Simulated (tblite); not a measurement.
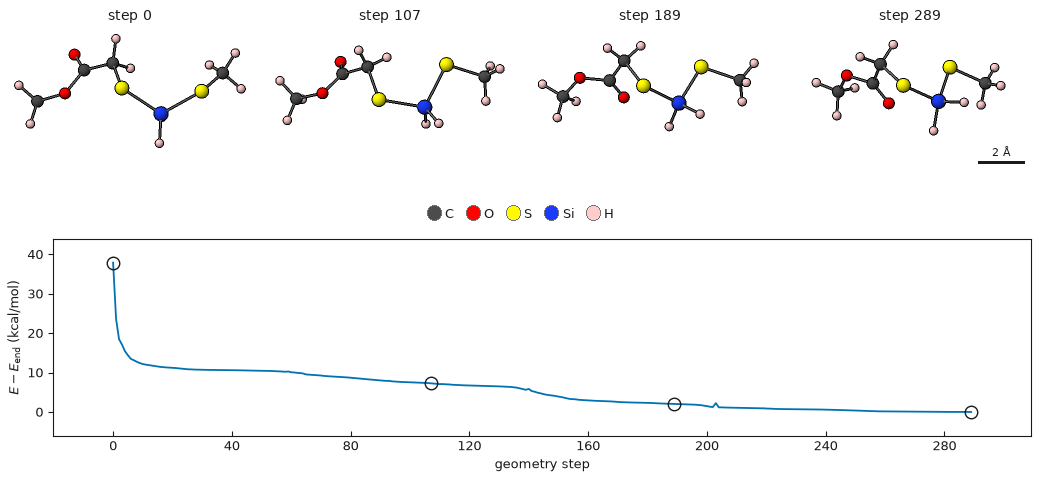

Frames of a relaxation of C4H10O2S2Si, marked on the history of the run. A ball-and-stick model, seen at a tilt.

Theory: tblite, GFN2-xTB geometry optimisation, gas phase. 

> What happens along the run?

An O atom moves most after the best rigid fit: 2.97 Å. By element the largest moves are O 2.97 Å, S 2.53 Å, H 2.33 Å, C 1.41 Å, Si 0.66 Å. Near-neighbour distances that change, for instance: O–Si 5.270 → 2.656 Å, C–O 1.307 → 1.206 Å, C–O 1.404 → 1.324 Å, C–H 1.163 → 1.092 Å. Bond angles that change, for instance: Si–S–C 113.3° → 98.2°, C–O–C 128.0° → 116.3°, O–C–C 122.9° → 112.0°. Groups turn about C–S by about 155°, C–C by about 155°, C–O by about 105°. After 289 geometry steps the energy has fallen by 37.9 kcal/mol. From step 0 to 107: an S atom moves most (1.75 Å), energy −30.6 kcal/mol. From step 107 to 189: an O atom moves most (1.94 Å), energy −5.23 kcal/mol. From step 189 to 289: an H atom moves most (1.24 Å), energy −2.03 kcal/mol.
